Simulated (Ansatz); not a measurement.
CsCl-type CuZn, treated with BLYP (Ansatz, a first-principles code, plane waves, PAW).

Run with plane-wave cutoff 520 eV, 18×18×18 k mesh, Fermi–Dirac smearing 0.05 eV, no spin polarisation, scalar-relativistic PAW data made under PBE.

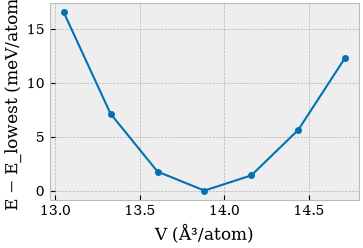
Figure: Total energy against volume

**Question.** From the curve, estimate the equilibrium volume and the bulk modulus.

**Answer.** V0 ≈ 13.9 Å³/atom and B0 ≈ 91 GPa; the fit gives V0 = 13.891 Å³/atom, B0 = 91.2 GPa, B′ = 5.2.

Measured, for comparison: bulk modulus 116 GPa (temperature not stated, no zero-point or thermal correction; as tabulated in Nepal et al. (2020), arXiv:2007.11150); equilibrium volume per atom 12.93 Å³/atom (temperature not stated, no zero-point or thermal correction; as tabulated in First-Principles Study on the Electrical and Thermal Conductivities of Cu–Zn …). Computed (rounded) less measured: bulk modulus -21 %, equilibrium volume per atom +7.4 %.

Computed values are for the static lattice.

It cost around 70 core-seconds (rough) of CPU time.
